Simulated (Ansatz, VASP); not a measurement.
# ZnSe (Stilleite) in two plane-wave programs

Wanted: the spread between two codes on one cell, functional and k mesh. The cell is taken from a series of VASP runs on this material, whose earlier steps may have relaxed, scaled or displaced it; both programs get it as it stands. Valence electrons are named where the data sets of a main pair hold unlike numbers.

Main program and level: Ansatz 0.2.0; plane waves, with VASP 6.6.1 beside it; band structure at PBE, band structure at r2SCAN, spin-orbit coupling and dielectric response at LDA.

**1. Set-up**

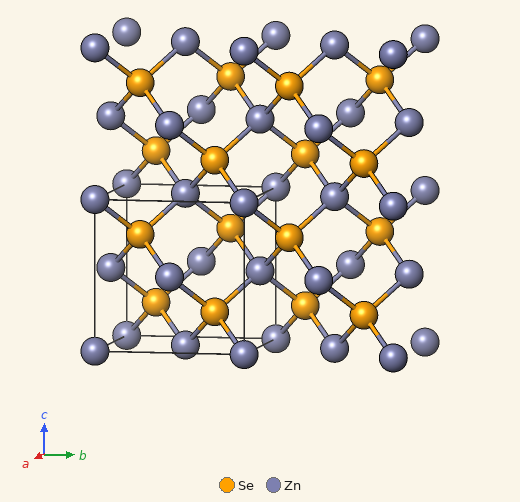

The cell as given, slightly off an axis (selenium orange, zinc blue). 1×2×2 cells are drawn. This picture shows the conventional cell, with its axes. Bonds to atoms that aren't drawn are left out. Some periodic images of atoms are drawn too.

As a file:

```xyz
2
Lattice="0.0000 2.8338 2.8338 2.8338 0.0000 2.8338 2.8338 2.8338 0.0000" Properties=species:S:1:pos:R:3 pbc="T T T"
Se    4.2507    4.2507    4.2507
Zn    0.0000    0.0000    0.0000
```

**2. VASP: band structure, PBE**

The same path points are solved in both programs, so levels can be compared one by one.

Lines of VASP's logs that name or quote its potential files are left out, and so is its time.

File INCAR:

```
SYSTEM = ZnSe
PREC = Accurate
ENCUT = 350
EDIFF = 1E-06
NELM = 100
ISMEAR = 0
SIGMA = 0.03
LREAL = .FALSE.
ALGO = Normal
GGA = PE
NBANDS = 21
LORBIT = 11
LWAVE = .FALSE.
LCHARG = .FALSE.
KPAR = 4
LASPH = .TRUE.
```

File POSCAR:

```
ZnSe
1.0
    0.0000000000      2.8338000000      2.8338000000
    2.8338000000      0.0000000000      2.8338000000
    2.8338000000      2.8338000000      0.0000000000
Se Zn
1 1
Direct
    0.7500000000      0.7500000000      0.7500000000
    0.0000000000      0.0000000000      0.0000000000
```

File KPOINTS:

```
Automatic mesh
0
Gamma
6 6 6
0 0 0
```

File KPOINTS_OPT:

```
Line mode
10
Line-mode
Reciprocal
  0.00000000   0.00000000   0.00000000 GAMMA
  0.50000000   0.00000000   0.50000000 X

  0.50000000   0.00000000   0.50000000 X
  0.50000000   0.25000000   0.75000000 W

  0.50000000   0.25000000   0.75000000 W
  0.37500000   0.37500000   0.75000000 K

  0.37500000   0.37500000   0.75000000 K
  0.00000000   0.00000000   0.00000000 GAMMA

  0.00000000   0.00000000   0.00000000 GAMMA
  0.50000000   0.50000000   0.50000000 L

  0.50000000   0.50000000   0.50000000 L
  0.62500000   0.25000000   0.62500000 U

  0.62500000   0.25000000   0.62500000 U
  0.50000000   0.25000000   0.75000000 W

  0.50000000   0.25000000   0.75000000 W
  0.50000000   0.50000000   0.50000000 L

  0.50000000   0.50000000   0.50000000 L
  0.37500000   0.37500000   0.75000000 K

  0.62500000   0.25000000   0.62500000 U
  0.50000000   0.00000000   0.50000000 X
```

The projector-augmented-wave data sets are Se and Zn (PBE family, release 64).

Command:

```sh
> mpirun -np 4 vasp_std
```

Numbers of over 12 decimals in the logs are rounded to 6 here.

The log of the run:

```text
[banner, memory and clock lines left out]
running    4 mpi-ranks, on    1 nodes
 distrk:  each k-point on    1 cores,    4 groups
 distr:  one band on    1 cores,    1 groups

 POSCAR found type information on POSCAR SeZn
 POSCAR found :  2 types and       2 ions
 LDA part: xc-table for (Slater+PW92), standard interpolation
 POSCAR, INCAR and KPOINTS ok, starting setup
 FFT: planning ... GRIDC
 FFT: planning ... GRID_SOFT
 FFT: planning ... GRID
 WAVECAR not read
 entering main loop
       N       E                     dE             d eps       ncg     rms          rms(c)
DAV:   1     0.880956373424E+02    0.88096E+02   -0.65482E+03   672   0.757E+02
DAV:   2     0.114153017892E+00   -0.87981E+02   -0.81111E+02   720   0.188E+02
DAV:   3    -0.624574901330E+01   -0.63599E+01   -0.63025E+01   775   0.514E+01
DAV:   4    -0.630225395205E+01   -0.56505E-01   -0.56484E-01   782   0.503E+00
DAV:   5    -0.630243937583E+01   -0.18542E-03   -0.18542E-03   767   0.284E-01    0.479E+00
DAV:   6    -0.603498160788E+01    0.26746E+00   -0.34901E-01   874   0.177E+01    0.364E+00
DAV:   7    -0.601361944089E+01    0.21362E-01   -0.11513E-01   780   0.248E+00    0.155E+00
DAV:   8    -0.601326385003E+01    0.35559E-03   -0.40119E-03   885   0.629E-01    0.440E-01
DAV:   9    -0.601347876292E+01   -0.21491E-03   -0.11242E-03   745   0.197E-01    0.657E-02
DAV:  10    -0.601359488600E+01   -0.11612E-03   -0.19629E-04   757   0.781E-02    0.257E-02
DAV:  11    -0.601357985281E+01    0.15033E-04   -0.30261E-05   763   0.383E-02    0.617E-03
DAV:  12    -0.601358093453E+01   -0.10817E-05   -0.51808E-06   757   0.103E-02    0.231E-03
DAV:  13    -0.601358107978E+01   -0.14524E-06   -0.13389E-07   619   0.229E-03
   1 F= -.60135811E+01 E0= -.60135811E+01  d E =-.230035E-29
 Start KPOINTS_OPT (optional k-point list driver)
k-point batch [1-16\100]
       N       E                     dE             ncg
DAV:   1     0.368903909417E+03   -0.58616E+04      680
DAV:   2    -0.104922578575E+04   -0.14181E+04      705
DAV:   3    -0.115321564050E+04   -0.10399E+03      806
DAV:   4    -0.115414372203E+04   -0.92808E+00      826
DAV:   5    -0.115414644892E+04   -0.27269E-02      772
DAV:   6    -0.115414646342E+04   -0.14493E-04      802
DAV:   7    -0.115414646351E+04   -0.93192E-07      636
[...]
k-point batch [97-100\100]
       N       E                     dE             ncg
DAV:   1     0.653120496578E+04   -0.20576E+04      168
DAV:   2     0.617883521515E+04   -0.35237E+03      181
DAV:   3     0.615259792025E+04   -0.26237E+02      208
DAV:   4     0.615235308538E+04   -0.24483E+00      178
DAV:   5     0.615235239989E+04   -0.68549E-03      203
DAV:   6     0.615235239595E+04   -0.39430E-05      193
DAV:   7     0.615235239592E+04   -0.29018E-07      174
```

Parts of OUTCAR (step 2):

```text
ion  position               nearest neighbor table
   1  0.750  0.750  0.750-   2 2.45   2 2.45   2 2.45   2 2.45
   2  0.000  0.000  0.000-   1 2.45   1 2.45   1 2.45   1 2.45

  LATTYP: Found a face centered cubic cell.
 ALAT       =     5.6676000000

 Subroutine GETGRP returns: Found 24 space group operations
 (whereof 24 operations were pure point group operations)

The static configuration has the point symmetry T_d .

 Found     16 irreducible k-points:

   k-points           NKPTS =     16   k-points in BZ     NKDIM =     16   number of bands    NBANDS=     21

   dimension x,y,z NGX =    24 NGY =   24 NGZ =   24
   dimension x,y,z NGXF=    48 NGYF=   48 NGZF=   48

   ENCUT  =  350.0 eV  25.72 Ry    5.07 a.u.   6.11  6.11  6.11*2*pi/ulx,y,z

   NELECT =      18.0000    total number of electrons

 k-points in reciprocal lattice and weights: Automatic mesh
   0.00000000  0.00000000  0.00000000       0.005
   0.16666667  0.00000000  0.00000000       0.037
   0.33333333  0.00000000  0.00000000       0.037
   0.50000000  0.00000000  0.00000000       0.019
   0.16666667  0.16666667  0.00000000       0.028
   0.33333333  0.16666667  0.00000000       0.111
   0.50000000  0.16666667  0.00000000       0.111
  -0.33333333  0.16666667  0.00000000       0.111
  -0.16666667  0.16666667  0.00000000       0.056
[...]
-0.33333333  0.33333333  0.16666667       0.111
  -0.33333333  0.50000000  0.16666667       0.056

 average (electrostatic) potential at core
       1 -55.9634       2 -37.0796

 E-fermi :   1.8509

 k-point     1 :       0.0000    0.0000    0.0000
  band No.  band energies     occupation
    ...
      5      -4.5468      2.00000
      6      -4.5468      2.00000
      7       1.6187      2.00000
      8       1.6187      2.00000
      9       1.6187      2.00000
     10       2.9041      0.00000
     11       7.4134      0.00000
     12       7.4134      0.00000
     13       7.4135      0.00000
     14      11.5410      0.00000
    ...

 k-point     2 :       0.1667    0.0000    0.0000
  band No.  band energies     occupation
    ...
      5      -4.5485      2.00000
      6      -4.5485      2.00000
      7      -0.2890      2.00000
      8       1.3657      2.00000
      9       1.3657      2.00000
     10       4.1665      0.00000
     11       7.4881      0.00000
     12       7.8162      0.00000
     13       7.8162      0.00000
     14      12.0785      0.00000
    ...

 k-point     3 :       0.3333    0.0000    0.0000
  band No.  band energies     occupation
    ...
      5      -4.5402      2.00000
      6      -4.5402      2.00000
      7      -2.4409      2.00000
      8       0.9375      2.00000
      9       0.9375      2.00000
     10       4.2937      0.00000
     11       8.0889      0.00000
     12       8.0889      0.00000
     13       9.1915      0.00000
     14      12.0419      0.00000
    ...

  Total        0.6077038      0.6077038      0.6077038     -0.0000000     -0.0000000      0.0000000
  in kB       21.3926663     21.3926663     21.3926663     -0.0000000     -0.0000000      0.0000000
  external PRESSURE =      21.3926663 kB  Pullay stress =       0.0000000 kB

  energy-cutoff  :      350.00
  volume of cell :       45.51
      direct lattice vectors                 reciprocal lattice vectors
     0.000000000  2.833800000  2.833800000    -0.176441527  0.176441527  0.176441527
     2.833800000  0.000000000  2.833800000     0.176441527 -0.176441527  0.176441527
     2.833800000  2.833800000  0.000000000     0.176441527  0.176441527 -0.176441527

 POSITION                                       TOTAL-FORCE (eV/Angst)
 -----------------------------------------------------------------------------------
      4.25070      4.25070      4.25070         0.000000      0.000000      0.000000
      0.00000      0.00000      0.00000        -0.000000     -0.000000     -0.000000
 -----------------------------------------------------------------------------------
    total drift:                                0.000006      0.000006      0.000005

  FREE ENERGIE OF THE ION-ELECTRON SYSTEM (eV)
  ---------------------------------------------------
  free  energy   TOTEN  =        -6.0135810798 eV

  energy  without entropy=       -6.0135810798  energy(sigma->0) =       -6.01358108

 total charge
# of ion       s       p       d       tot
------------------------------------------
    1        1.436   2.430   0.030   3.896
    2        0.533   0.448   9.781  10.762
--------------------------------------------------
tot          1.969   2.877   9.811  14.658

[... 3 further parts left out ...]
```

The run ends at a pressure of 2.14 GPa.

**3. Ansatz: band structure, PBE**

Ansatz runs on its default PAW (the set named soft_2) files.

The same cell, functional, mesh and smearing now go to Ansatz, which takes its cutoff from its data sets.

File input.yaml:

```yaml
crystal:
  lattice:
    - [0.0, 2.8338, 2.8338]
    - [2.8338, 0.0, 2.8338]
    - [2.8338, 2.8338, 0.0]
  atoms:
    - { symbol: Se, position: [0.75, 0.75, 0.75] }
    - { symbol: Zn, position: [0.0, 0.0, 0.0] }
hamiltonian:
  xc: pbe
  pseudopotentials: { kind: paw }
kpoints:
  mp_grid: { grid: [6, 6, 6] }
  band_path:
    path:
      - [0.0, 0.0, 0.0]
      - [0.16667, 0.0, 0.16667]
      - [0.33333, 0.0, 0.33333]
      - [0.5, 0.0, 0.5]
      - [0.5, 0.08333, 0.58333]
      - [0.5, 0.19444, 0.69444]
      - [0.5, 0.25, 0.75]
      - [0.45833, 0.29167, 0.75]
      - [0.40278, 0.34722, 0.75]
      - [0.375, 0.375, 0.75]
      - [0.20833, 0.20833, 0.41667]
      - [0.08333, 0.08333, 0.16667]
      - [0.0, 0.0, 0.0]
      - [0.22222, 0.22222, 0.22222]
      - [0.38889, 0.38889, 0.38889]
      - [0.51389, 0.47222, 0.51389]
      - [0.55556, 0.38889, 0.55556]
      - [0.61111, 0.27778, 0.61111]
      - [0.61111, 0.25, 0.63889]
      - [0.56944, 0.25, 0.68056]
      - [0.51389, 0.25, 0.73611]
      - [0.5, 0.27778, 0.72222]
      - [0.5, 0.38889, 0.61111]
      - [0.5, 0.47222, 0.52778]
      - [0.48611, 0.48611, 0.52778]
      - [0.43056, 0.43056, 0.63889]
      - [0.38889, 0.38889, 0.72222]
      - [0.59722, 0.19444, 0.59722]
      - [0.55556, 0.11111, 0.55556]
      - [0.5, 0.0, 0.5]
    npoints: 1
scf:
  occupations: { method: gaussian, width: 0.03 }
  n_extra_bands: 7
output:
  forces: true
  stress: true
  eigenvalues: true
  write_density: true
  write_potential: true
  elf: true
  volumetric_format: npy
```

Command:

```sh
> ansatz run input.yaml --threads 2 --pin off --max-ram 4608MiB --backend cpu --events-out ev --progress --plain --runs-dir out
```

The log of the run:

```text
scf.n_extra_bands = 7 over 14 filled bands (N_el = 28.0): the run solves 21 bands
Engine: ansatz 0.2.0, aarch64-unknown-linux-gnu
Pseudopotentials: kind: paw
Pseudopotential: Se, paw, valence charge 16, recommended cutoff 420 eV (normal), Se.paw.azcp
Pseudopotential: Zn, paw, valence charge 12, recommended cutoff 420 eV (normal), Zn.paw.azcp
Functional definition: PBE
  parameter kappa = 0.804
  parameter beta = 0.066725
  exchange = pbe_x(kappa = kappa, mu = beta*pi^2/3)
  correlation = pbe_c(beta = beta)
Crystal: 2 atoms, lattice volume = 45.513 Å³
Basis set: ecut = 420 eV, 893 PW (Γ), exchange–correlation on 54×54×54 points (8 copies of the dense FFT grid, shifted against one another)
Bands: 21, of which v1, the nominal top of the filled ones, is band 14 counted from 1 (13 counted from 0)
Symmetry: 24 space group operations
Space group: F-43m (ITA 216), of the structure as read, at distance tolerance 3.6e-5 Å
k-points: 16 of 216 (time reversal used)
Non-local potential: Se, projectors of the file, l = 0: 2, l = 1: 2, l = 2: 3, l = 3: 1
Non-local potential: Zn, projectors of the file, l = 0: 2, l = 1: 2, l = 2: 3, l = 3: 1
PAW form: soft (Blöchl's): semilocal exchange-correlation on the pseudo side does not see the compensation charge
PAW one-centre angular grid: Se, 590 points (default); XC on 64 Gauss nodes
PAW one-centre angular grid: Zn, 590 points (default); XC on 64 Gauss nodes
Initial density: superposition of atomic densities (neutral atoms: chi_scale 0, normalization atom), corrected by the library's trained network
Initial wavefunctions: pseudopotential atomic-orbital guess
Functional: x = pbe(κ = 0.804, μ = 0.219515), c = pbe(β = 0.066725)
SCF iter   1: F=—  HF=-8789.521125 eV  |F-HF|=—  |Δ(HF+E_count)|=         —  Δρ=6.47e-4  dr2=2.67e-4  ethr=1.77e-3  ⟨swp⟩=5.8  Hψ=1673  notcnv=0  defer=1
preconditioner: auto → none  [insulator: Δε(μ)=1.281 eV  Ē_g=14.434 eV  σ=0.030 eV  W_gap=1.00  n_scr=14 (ndim 8)  ℏωp=23.4 eV  f_vac=0.121  D(μ)=0.00/eV (n_scr^D=0)  ε∞_Penn≈3.6]
SCF iter   2: F=—  HF=-8789.521069 eV  |F-HF|=—  |Δ(HF+E_count)|=   5.61e-5  Δρ=4.06e-4  dr2=3.94e-5  ethr=9.54e-7  ⟨swp⟩=2.1  Hψ=697  notcnv=0  defer=19
SCF iter   3: F=—  HF=-8789.521077 eV  |F-HF|=—  |Δ(HF+E_count)|=   7.67e-6  Δρ=1.71e-4  dr2=7.18e-6  ethr=1.41e-7  ⟨swp⟩=2.0  Hψ=444  notcnv=0  defer=19
SCF iter   4: F=—  HF=-8789.521078 eV  |F-HF|=—  |Δ(HF+E_count)|=   1.34e-6  Δρ=6.94e-5  dr2=7.34e-7  ethr=2.57e-8  ⟨swp⟩=2.0  Hψ=425  notcnv=0  defer=19
SCF iter   5: F=—  HF=-8789.521081 eV  |F-HF|=—  |Δ(HF+E_count)|=   2.98e-6  Δρ=2.06e-5  dr2=1.96e-7  ethr=2.62e-9  ⟨swp⟩=2.0  Hψ=521  notcnv=0  defer=19
SCF iter   6: F=-8789.521081 eV  HF=-8789.521081 eV  |F-HF|=1.07e-8  |Δ(HF+E_count)|=   2.50e-7  Δρ=3.34e-6  dr2=3.45e-9  ethr=3.57e-10  ⟨swp⟩=11.2  Hψ=2520  notcnv=0
SCF 1 converged in 6 iterations: F = -8789.521081 eV  dr2 = 3.45e-9
  greatest PAW one-centre occupation: 1.000 electrons in one spin orbital (limit 2), on the Se atom at site 0 (counted from 0), in its partial waves of l = 2
NSCF: frozen V_eff on 30 k-points
SCF converged after 6 iterations
Free energy (F): -8789.521081 eV
Harris-Foulkes:  -8789.521081 eV  (|F-HF|=1.07e-8)
Internal energy: -8789.521081 eV  (E = F + TS)
E sigma→0 (E₀):  -8789.521081 eV
Fermi energy:    7.425564 eV
--- Per-component energies (eV) ---
  E_band       = -381.336424
  E_kinetic    = 250.174490
  E_local      = -4391.044391  (includes V_loc(G=0)·N_el)
  E_nonlocal   = 18.364420
  E_hartree    = 2034.796131
  E_xc         = -241.519263
  E_vxc        = -150.313891  (∫ρ·V_xc dr)
  E_paw        = -3739.348733  (= ΣΔE_a)
  E_vpaw       = -178.108225  (= ΣTr[D̂ρ^β])
  E_aug_tail   = -0.000889  (compensation charges beyond the density's cutoff)
  E_ewald      = -2720.942845
  E_smearing   = -0.000000  (= −TS)
  E_closure    = -0.000000  (closes the sum)
  Σ components = -8789.521081   (vs F -8789.521081, Δ=0.00e0)
--- Forces (eV/Å), atoms counted from 1 ---
  atom   1  Se     0.00000000    -0.00000000    -0.00000000
  atom   2  Zn    -0.00000000     0.00000000    -0.00000000
  max |Σ_I F_I| component: 2.22e-16 eV/Å
--- Stress (GPa, compression-positive) ---
        2.126325       0.000000      -0.000000
        0.000000       2.126325       0.000000
        0.000000       0.000000       2.126325
  P = ⅓ Tr σ = 2.1263 GPa (21.263 kbar)
--- Band table (eV; the first three rows and the last of 16) ---
  k-point 0: bands = [... 10 lower, 0.6109, 6.7818, 6.7818, 6.7818, 8.0685, 12.5901, 12.5901, 12.5901, ... 3 higher]
  k-point 1: bands = [... 10 lower, 0.6092, 4.8772, 6.5293, 6.5293, 9.3310, 12.6563, 12.9923, 12.9923, ... 3 higher]
  k-point 2: bands = [... 10 lower, 0.6174, 2.7261, 6.1016, 6.1016, 9.4621, 13.2644, 13.2644, 14.3490, ... 3 higher]
  k-point 15: bands = [... 10 lower, 0.8814, 2.0780, 4.1580, 4.2294, 11.2516, 11.5899, 15.0497, 15.3873, ... 3 higher]
```

Run time: 3.3 s. Hardware: 2 threads of Arm Neoverse N1, shared host; peak memory 0.3 GiB; 5.9 s of CPU time.

**4. Side by side**

Known differences besides the potentials themselves: the data sets hold 28 valence electrons in Ansatz (on its default PAW (the set named soft_2) files) and 18 in VASP; the cutoff is 420 eV in Ansatz and 350 eV in VASP. Total energies have different zeros and are not compared.

The two programs side by side:

| quantity | Ansatz | VASP | difference |
| --- | --- | --- | --- |
| pressure (GPa) | 2.13 | 2.14 | -0.01 |
| pressure without Ansatz's Pulay correction (GPa) | 2.07 | 2.14 | -0.07 |
| gap over the path points (eV) | 1.287 | 1.286 | +0.001 |

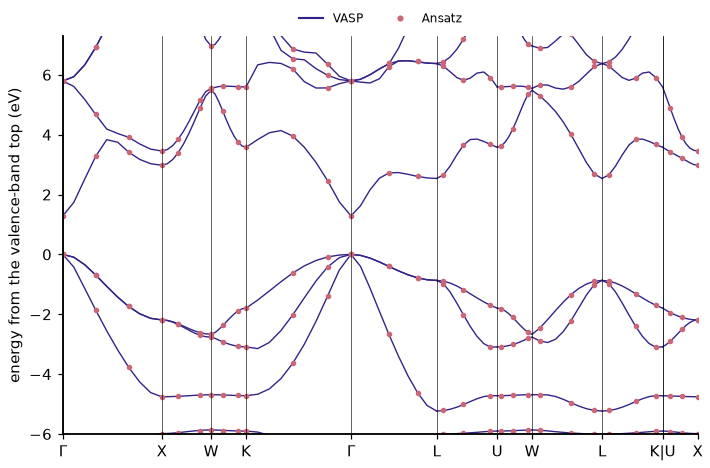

Bands from VASP (lines) and levels from Ansatz (dots). Dots without a line are higher empty bands that the VASP plot leaves out.

Levels at points of the path, from each program's valence-band top (eV; 4 filled, then empty):

| k (reciprocal lattice) | Ansatz | VASP |
| --- | --- | --- |
| 0.000 0.000 0.000 | -6.17 0.00 0.00 0.00 1.29 5.81 5.81 | -6.17 0.00 0.00 0.00 1.29 5.79 5.79 |
| 0.167 0.000 0.167 | -6.16 -1.86 -0.69 -0.69 3.28 4.68 6.93 | -6.15 -1.86 -0.69 -0.69 3.28 4.67 6.92 |
| 0.333 0.000 0.333 | -6.13 -3.77 -1.74 -1.74 3.42 3.92 8.93 | -6.13 -3.77 -1.74 -1.74 3.42 3.91 8.93 |
| 0.500 0.000 0.500 | -5.99 -4.75 -2.19 -2.19 2.99 3.46 10.73 | -5.99 -4.75 -2.19 -2.19 2.98 3.46 10.74 |
| 0.500 0.083 0.583 | -5.96 -4.74 -2.34 -2.31 3.40 3.85 9.96 | -5.96 -4.74 -2.34 -2.32 3.40 3.85 9.96 |
| 0.500 0.194 0.694 | -5.88 -4.69 -2.70 -2.61 4.90 5.16 7.68 | -5.88 -4.70 -2.70 -2.62 4.89 5.15 7.68 |
| 0.500 0.250 0.750 | -5.87 -4.68 -2.76 -2.66 5.48 5.55 6.97 | -5.87 -4.69 -2.77 -2.67 5.48 5.55 6.96 |
| 0.458 0.292 0.750 | -5.88 -4.69 -2.92 -2.37 4.79 5.62 7.42 | -5.88 -4.70 -2.92 -2.38 4.79 5.62 7.42 |
| 0.403 0.347 0.750 | -5.90 -4.71 -3.07 -1.88 3.75 5.61 8.66 | -5.90 -4.72 -3.07 -1.88 3.74 5.60 8.66 |
| 0.375 0.375 0.750 | -5.91 -4.72 -3.08 -1.79 3.59 5.60 9.05 | -5.90 -4.72 -3.09 -1.79 3.58 5.60 9.04 |

Among the levels compared at these points, filled levels agree within 6 meV and empty ones within 14 meV. Ansatz's pressure holds a Pulay correction of 0.05 GPa; VASP's holds none.

**5. Ansatz: band structure, r2SCAN, spin-orbit coupling**

Levels along a path test the potential and the projectors away from the mesh points.

The cell is taken from a series of VASP runs on this material, whose earlier steps may have relaxed, scaled or displaced it; both programs get it as it stands.

input.yaml: that of step 3 with these lines changed.

```diff
@@ -9,4 +9,7 @@
 hamiltonian:
-  xc: pbe
-  pseudopotentials: { kind: paw }
+  xc: r2scan
+  pseudopotentials: { kind: paw_fr }
+magnetization:
+  noncollinear: true
+  spin_orbit: true
 kpoints:
@@ -48,3 +51,3 @@
   occupations: { method: gaussian, width: 0.03 }
-  n_extra_bands: 7
+  n_extra_bands: 14
 output:
```

The log of the run:

```text
[...]
non-collinear run that drives no moment, with spin-orbit: no starting moment large enough to seed its density (crystal.atoms[].spin), no starting occupations that ask for one, no magnetisation constraint and no magnetic field, so the semilocal B_xc is pinned to zero
Crystal: 2 atoms, lattice volume = 45.513 Å³
[...]
k-point 1: bands = [... 24 lower, 6.0998, 6.0998, 6.3254, 6.3375, 9.5383, 9.5383, 12.8413, 12.8413, ... 10 higher]
  k-point 2: bands = [... 24 lower, 5.6627, 5.6627, 5.8833, 5.8952, 9.6656, 9.6656, 13.4151, 13.4151, ... 10 higher]
  k-point 15: bands = [... 24 lower, 3.6829, 3.8197, 3.9061, 3.9105, 11.2970, 11.3182, 11.6961, 11.7917, ... 10 higher]
[key lines of the parts left out:]
SCF converged after 8 iterations
Magnetization: |M| = 0.0000 μB,  M = (+0.0000, +0.0000, +0.0000) μB
Free energy (F): -8799.979092 eV
Fermi energy:    7.462079 eV
P = ⅓ Tr σ = -0.0527 GPa (-0.527 kbar)
```

The job ended after 32 s (2 threads; peak memory 0.61 GiB).

(Part 1 of 2 ends here.)

[Lines on the potential files, build, host, timing and source positions are cut from VASP's logs without a mark.]

[Logs are printed without paths, hosts, clocks, repeated set-up lines and the standing remarks that a program may print on its own settings, such as how far it seeks lower states.]

[Hosts, paths, dates, database ids (printed as entryN), source tags and the programs' standing remarks are cut or masked in the printed files.]
